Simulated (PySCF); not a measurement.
Ge₄O₄F₈: geometry relaxation (part 2 of 2)

Ge₄O₄F₈ (cyclo-(F2GeO)4); PBE0-D3(BJ)/def2-SVP geometry optimisation, gas phase (PySCF 2.14.0). The run did not end well. It belongs to a series of runs on one base structure; here: F, n=4.

Geometry of the input (Å):
```
Ge 1.7208  0.9202  -0.9854
F  2.8398  2.1563  -1.0276
F  1.6873  0.1299  -2.4715
O  0.2717  1.8117  -0.9230
Ge -1.4334  1.6284  -0.3970
F  -1.5877  2.4183  1.1263
F  -2.3756  2.4609  -1.4531
O  -1.9664  0.0788  -0.2679
Ge -1.5358  -1.5326  0.0139
F  -2.8233  -2.3668  0.6948
F  -1.2700  -2.2577  -1.5238
O  -0.1634  -1.7820  0.9745
Ge 1.2079  -1.0587  1.3941
F  1.0304  -0.2647  2.9026
F  2.3601  -2.3761  1.6906
O  2.0032  0.0003  0.3187
```

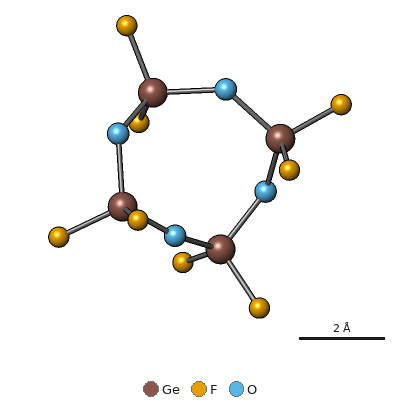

**Figure 1.** The geometry at step 34 of the log (ball-and-stick view, seen at a tilt).

Trajectory as extended XYZ, continued
```
16
Properties=species:S:1:pos:R:3:forces:R:3 step=25 energy=-255900.47690
Ge    1.5424    1.1783   -0.8056    0.0253   0.0082  -0.0677
F     2.8710    2.1023   -1.3152   -0.0035   0.0100   0.0112
F     1.2696   -0.0940   -1.9240   -0.0105   0.0029   0.0093
O     0.1287    2.1940   -0.7808   -0.0010   0.0008   0.0581
Ge   -1.5058    1.6619   -0.4833   -0.0089  -0.0102  -0.0591
F    -2.1065    2.3817    0.9367    0.0186   0.0045   0.0067
F    -2.5064    2.1420   -1.7723   -0.0029  -0.0110  -0.0024
O    -1.5181   -0.0526   -0.3039   -0.0203  -0.0025   0.0667
Ge   -1.1868   -1.7440   -0.2144    0.0219   0.0166  -0.0158
F    -2.3786   -2.4836    0.7501   -0.0034  -0.0066  -0.0087
F    -1.2535   -2.4592   -1.7546    0.0023  -0.0094   0.0027
O     0.3867   -2.0021    0.4857    0.0032  -0.0061  -0.0020
Ge    1.3228   -0.9770    1.5350   -0.0002   0.0086   0.0010
F     0.3549   -0.4837    2.8524   -0.0006  -0.0023  -0.0111
F     2.6493   -1.8587    2.1247   -0.0003  -0.0031  -0.0140
O     1.8960    0.4608    0.7359   -0.0198  -0.0004   0.0251
16
Properties=species:S:1:pos:R:3:forces:R:3 step=28 energy=-255900.47899
Ge    1.5215    1.2228   -0.8072   -0.0121   0.0164   0.0223
F     2.8255    2.1872   -1.3057    0.0003  -0.0091  -0.0015
F     1.2689   -0.0444   -1.9350   -0.0001   0.0020  -0.0069
O     0.0821    2.2000   -0.7546   -0.0033  -0.0118  -0.0112
Ge   -1.5411    1.6291   -0.4672    0.0069   0.0044  -0.0113
F    -2.1423    2.3410    0.9568   -0.0107  -0.0027  -0.0040
F    -2.5529    2.0888   -1.7549    0.0023  -0.0040  -0.0013
O    -1.5328   -0.0855   -0.2867   -0.0007   0.0046   0.0465
Ge   -1.1587   -1.7689   -0.2107   -0.0028  -0.0016  -0.0322
F    -2.3249   -2.5355    0.7641    0.0048  -0.0047   0.0016
F    -1.2293   -2.4886   -1.7490   -0.0011   0.0109  -0.0066
O     0.4323   -1.9957    0.4585   -0.0027  -0.0019   0.0035
Ge    1.3515   -0.9600    1.5123    0.0070   0.0066  -0.0014
F     0.3770   -0.5039    2.8378   -0.0007  -0.0021   0.0082
F     2.7018   -1.8211    2.0772    0.0020   0.0016   0.0083
O     1.8870    0.5010    0.7306    0.0108  -0.0087  -0.0139
16
Properties=species:S:1:pos:R:3:forces:R:3 step=31 energy=-255900.47982
Ge    1.5185    1.2450   -0.7927    0.0130  -0.0083  -0.0289
F     2.8154    2.2264   -1.2754   -0.0040   0.0101  -0.0001
F     1.2505    0.0253   -1.9680   -0.0035  -0.0097   0.0054
O     0.0743    2.2095   -0.6872   -0.0014   0.0116   0.0373
Ge   -1.5457    1.6316   -0.3963   -0.0192  -0.0066  -0.0668
F    -2.1502    2.3193    1.0377    0.0084   0.0019   0.0028
F    -2.5620    2.1084   -1.6747    0.0060   0.0009  -0.0009
O    -1.5388   -0.0862   -0.2471    0.0209   0.0082   0.0824
Ge   -1.1496   -1.7679   -0.2470   -0.0061  -0.0125  -0.0367
F    -2.2952   -2.5859    0.7102   -0.0057   0.0036  -0.0014
F    -1.2395   -2.4131   -1.8169   -0.0032  -0.0058   0.0029
O     0.4518   -2.0138    0.3941   -0.0095   0.0259   0.0118
Ge    1.3604   -0.9933    1.4742   -0.0111  -0.0217  -0.0030
F     0.3609   -0.5412    2.7837    0.0045   0.0001  -0.0043
F     2.6937   -1.8628    2.0655    0.0025  -0.0036  -0.0085
O     1.9211    0.4647    0.7062    0.0084   0.0060   0.0081
16
Properties=species:S:1:pos:R:3:forces:R:3 step=34 energy=-255900.47408
Ge    1.5914    1.2561   -0.7251    0.0594   0.0165  -0.1983
F     2.8992    2.2833   -1.0655   -0.0252   0.0085   0.0075
F     1.2175    0.3172   -2.1088   -0.0187  -0.0559   0.0003
O     0.1875    2.2161   -0.3718   -0.0484   0.0455   0.1698
Ge   -1.4582    1.6972   -0.1238   -0.0776   0.0558  -0.0961
F    -2.0556    2.3164    1.3436    0.0441   0.0256  -0.0044
F    -2.4404    2.3138   -1.3709    0.0250  -0.0332   0.0059
O    -1.5431   -0.0238   -0.0755    0.0637   0.0025   0.0813
Ge   -1.2492   -1.6980   -0.3755    0.0002  -0.0160   0.0109
F    -2.3985   -2.6093    0.4885   -0.0013  -0.0095  -0.0558
F    -1.4278   -2.0312   -2.0319    0.0162  -0.0830  -0.0190
O     0.3611   -2.1196    0.1524   -0.0384   0.1055   0.0575
Ge    1.3320   -1.2154    1.2898   -0.0366  -0.0991  -0.1130
F     0.3286   -0.7039    2.5762    0.0074   0.0424  -0.0124
F     2.5568   -2.2068    1.9203    0.0180  -0.0058  -0.0185
O     2.0642    0.1742    0.5444    0.0119   0.0002   0.1842
16
Properties=species:S:1:pos:R:3:forces:R:3 step=37 energy=-255900.49051
Ge    1.5643    1.2346   -0.7512   -0.0317  -0.0310   0.0060
F     2.8466    2.2520   -1.1968    0.0104  -0.0257  -0.0174
F     1.1658    0.1704   -2.0376    0.0027   0.0266   0.0100
O     0.1583    2.2071   -0.4269    0.0251  -0.0354   0.0296
Ge   -1.4895    1.6865   -0.1940   -0.0091   0.0192  -0.0160
F    -2.0742    2.3597    1.2545   -0.0180   0.0034  -0.0123
F    -2.4592    2.2566   -1.4708   -0.0054  -0.0080  -0.0075
O    -1.5888   -0.0330   -0.0914    0.0339  -0.0085   0.0620
Ge   -1.2320   -1.7056   -0.3384   -0.0281   0.0157  -0.0472
F    -2.3847   -2.6292    0.5070    0.0014  -0.0029  -0.0063
F    -1.3471   -2.1235   -1.9829    0.0107   0.0121   0.0125
O     0.3691   -2.0595    0.2489    0.0086  -0.0009   0.0127
Ge    1.3614   -1.1470    1.3515    0.0173  -0.0092  -0.0506
F     0.3972   -0.6356    2.6656   -0.0028  -0.0001   0.0131
F     2.6212   -2.1298    1.9259   -0.0105  -0.0066   0.0063
O     2.0572    0.2623    0.6030   -0.0043   0.0515   0.0050
16
Properties=species:S:1:pos:R:3:forces:R:3 step=40 energy=-255900.50188
Ge    1.5320    1.2258   -0.7111    0.0202  -0.0748   0.0357
F     2.7661    2.2444   -1.2719    0.0159  -0.0164  -0.0118
F     0.9436    0.2259   -1.9804    0.0140   0.0323   0.0075
O     0.1739    2.1728   -0.1818    0.0296   0.0109  -0.0013
Ge   -1.4924    1.6805   -0.0370   -0.0799   0.0884   0.0229
F    -2.1302    2.4170    1.3560   -0.0185   0.0003  -0.0039
F    -2.3892    2.2158   -1.3818    0.0112   0.0090  -0.0082
O    -1.6430   -0.0322    0.1340    0.0191  -0.0173   0.0268
Ge   -1.2390   -1.6301   -0.3966    0.0183  -0.0494  -0.0199
F    -2.3673   -2.7001    0.2937    0.0040  -0.0116   0.0170
F    -1.3404   -1.8057   -2.0855   -0.0034   0.0171   0.0206
O     0.3673   -2.0298    0.1464    0.0235  -0.0563   0.0233
Ge    1.4289   -1.2188    1.2618   -0.0115   0.0374  -0.0691
F     0.5270   -0.7127    2.6216    0.0125  -0.0069   0.0006
F     2.6613   -2.2721    1.7668   -0.0141  -0.0023  -0.0067
O     2.1670    0.1855    0.5321   -0.0410   0.0398  -0.0335
```

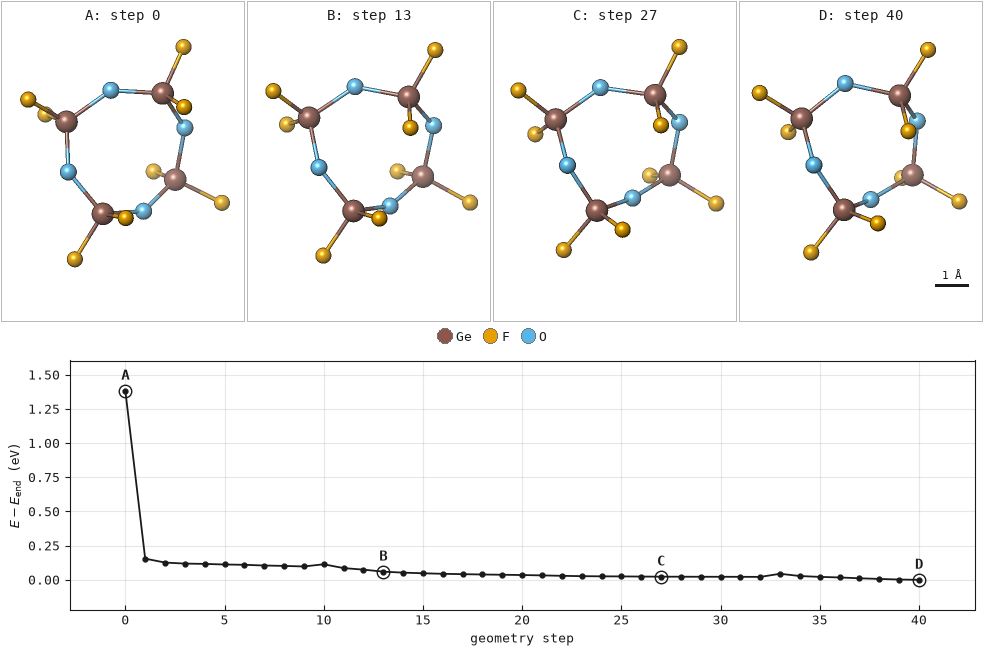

**Figure 2.** Frames of the relaxation (ball-and-stick view, seen at a tilt) above the curves, on which the letters mark them (steps are counted from 0).

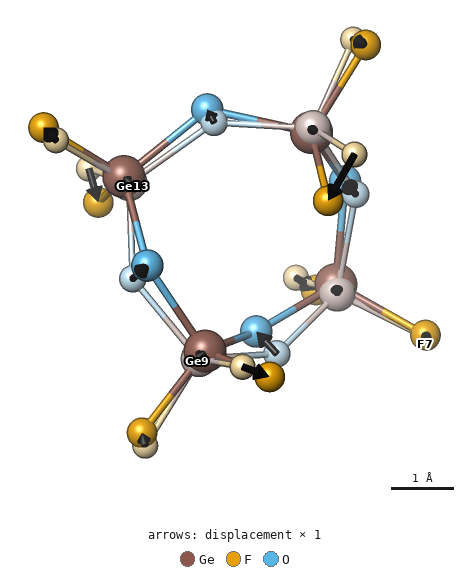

**Figure 3.** Start (faint) and end (solid) with the displacements as black arrows, at true length (ball-and-stick view, seen at a tilt). The two geometries are laid on each other by the best rigid fit. The relaxation stopped without meeting its thresholds, so the last structure isn't shown to be converged. F3 moves most after the best rigid fit: 0.93 Å. By element the largest moves are F 0.93 Å, O 0.70 Å, Ge 0.24 Å. Among the contacts that change: O12–Ge13 1.606 → 1.740 Å, Ge1–O16 1.621 → 1.741 Å, Ge5–O8 1.644 → 1.728 Å, Ge13–F15 1.775 → 1.698 Å. Among the angles that change: Ge1–O16–Ge13 141.1° → 128.7°, Ge1–O4–Ge5 140.0° → 128.2°, Ge9–O12–Ge13 140.7° → 130.9°. Over 40 geometry steps the energy falls by 1.383 eV. Largest force component: 6.2 eV/Å at the start, 0.088 eV/Å at the end. (Atoms are counted from 1 in the order of the input.)
